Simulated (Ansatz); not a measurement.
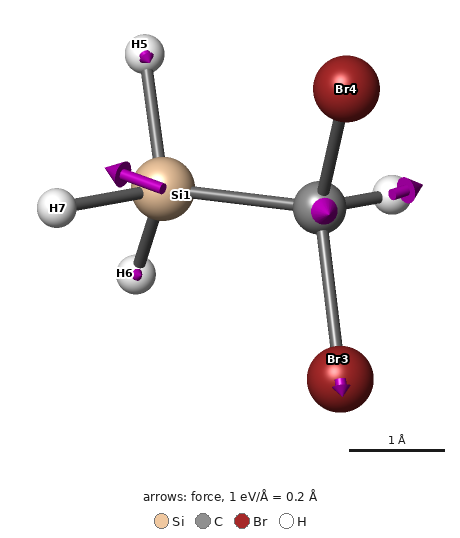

Starting geometry of CH4Br2Si (coarse preliminary run) with the computed forces as purple arrows. The picture is a ball-and-stick view, seen at a tilt.

The start comes from a force field.

All numbers below come from RKS PBE-D4/def2-SVP in Ansatz 0.2.0. (force threshold 0.03 eV/Å; at most 200 steps)

What follows when this structure is relaxed?

It isn't relaxed: the largest force vector, on the Si atom, is 3.86 eV/Å. The final displacements follow the starting forces only in part (cosine between the two patterns 0.78). The Si atom moves most after the best rigid fit: 0.12 Å. By element the largest moves are Si 0.12 Å, H 0.07 Å, Br 0.06 Å, C 0.03 Å. Among the contacts that change: C–Si 1.785 → 1.913 Å, C–H 1.048 → 1.106 Å, H–Si 1.549 → 1.503 Å, Br–C 1.920 → 1.961 Å. Bond angles that change, for instance: C–Si–H 116.1° → 108.3°, H–Si–H 102.7° → 110.0°, C–Si–H 113.2° → 108.5°. After 4 geometry steps the energy has fallen by 32.0 kJ/mol. The largest force component goes from 3.5 to 0.017 eV/Å. The run took 8 s on 4 threads of Arm Neoverse V1 (shared host).
